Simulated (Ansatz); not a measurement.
**Ca2Se2: density, localisation and related maps**

```xyz
4

Ca    1.4970    0.2957   -0.6888
Ca   -1.4966   -0.2967    0.6891
Se    0.6480    0.8459    1.7717
Se   -0.6484   -0.8448   -1.7720
```

Geometry: PBE0-D4/def2-SVP.

These are results of RKS PBE0-D4/def2-TZVP in Ansatz 0.2.0, not measurements.

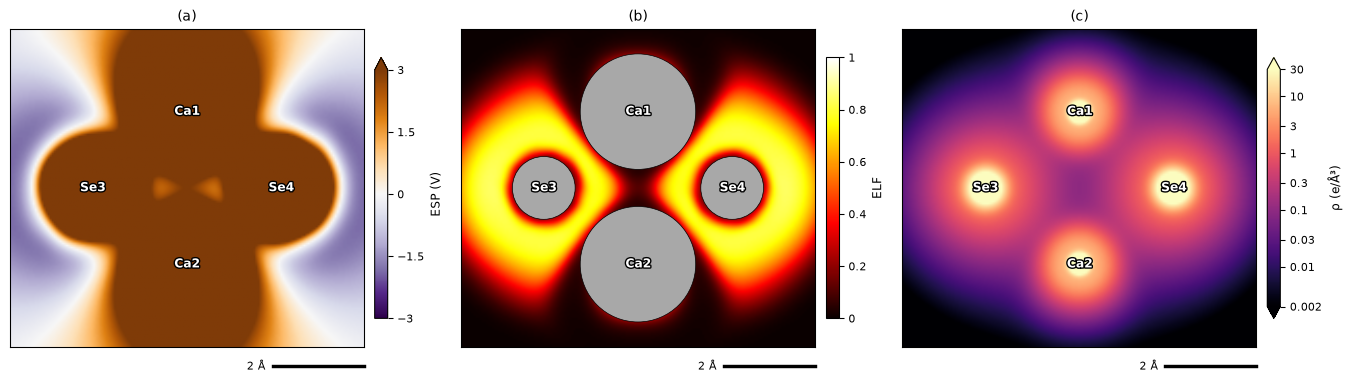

Figure 1. (a) molecular electrostatic potential; (b) ELF; (c) total electron density on the molecular plane. Grey discs cover the atomic cores in the ELF map.

Describe what can be read from this map.

Answer. Atoms in the plane: Ca and Se.
Ca–Se (2.66 Å): the density is about 0.34 e/Å³ at the midpoint; the ELF peaks at about 0.75 in the valence shell of Se, 1.1 Å from its nucleus, and falls to about 0.15 next to Ca; an ionic contact with no shared pair.
Ca–Ca (3.35 Å): ρ is about 0.1 e/Å³ halfway; the ELF is about 0.10 at the midpoint.
Outside the dense part of the molecule the potential is most negative (−1.9 V) near Se3 and Se4.

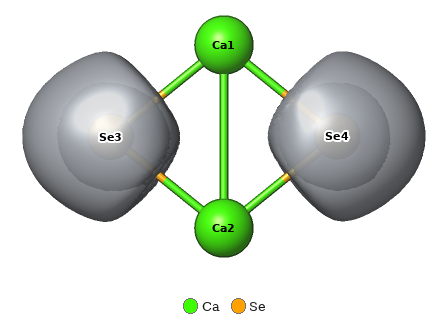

Figure 2. Isosurface of the ELF at 0.75 (grey), seen across its widest extent. Only the valence region is drawn (cores and ρ < 0.01 e/Å³ removed).

Describe the localisation domains.

Answer. The ELF exceeds this value in two regions wrapped around Se (the valence shell of each).

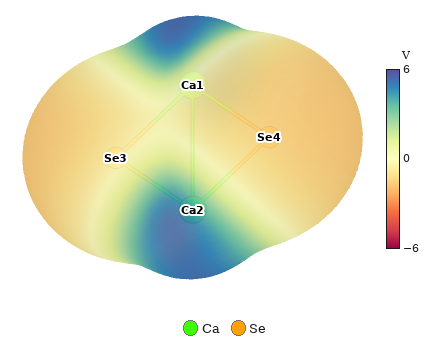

Figure 3. The molecular electrostatic potential painted on the density surface at 0.001 e/bohr³, seen at a tilt; red is negative and blue positive.

Which sites attract a positive test charge, and which a negative one?

Answer. A positive charge is drawn to the negative regions and a negative charge to the positive ones. The most negative region (about −1.7 V) lies over Se3 and Se4, the most positive (about +5.4 V) over Ca1 and Ca2.
